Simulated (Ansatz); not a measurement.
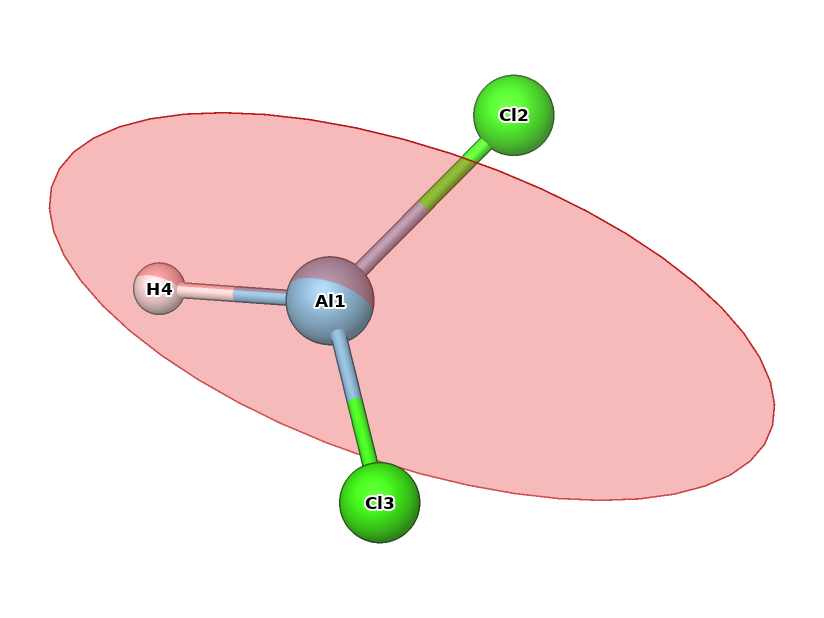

A disc through the centre of mass is drawn in. Distant atoms are faded towards the background colour. Computed geometry: PBE0-D4/def2-TZVP optimisation.

Q: Is the plane of the disc a mirror plane of the structure?

A: Yes. The reflection leaves Al1, H4 in place and moves Cl2 ↔ Cl3. The point group is C2v.
